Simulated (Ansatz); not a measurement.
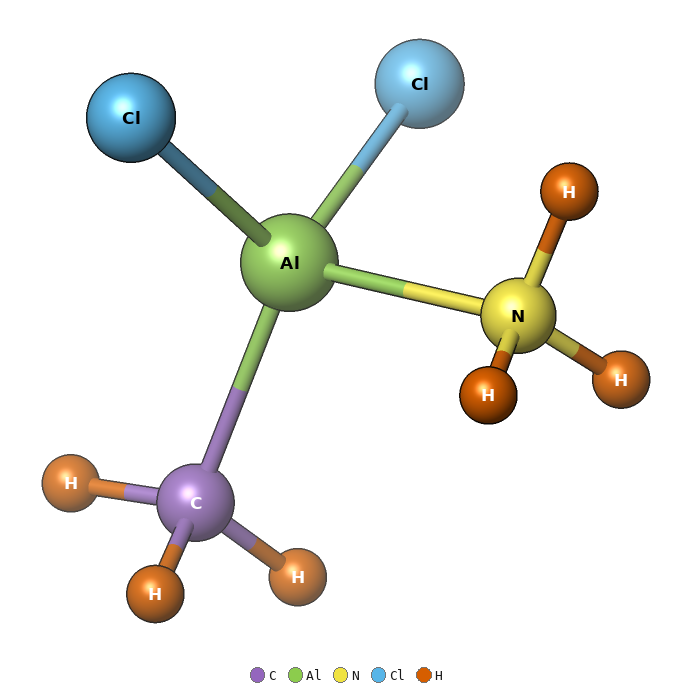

Atoms fade into the background with distance from the viewer. The geometry was computed by an optimisation with PBE0-D4/def2-TZVP.

Q: List the symmetry elements and name the point group.

A: It has 1 mirror plane, so the point group is Cs. The group has 2 operations. The geometry is achiral, and symmetry allows a dipole moment.
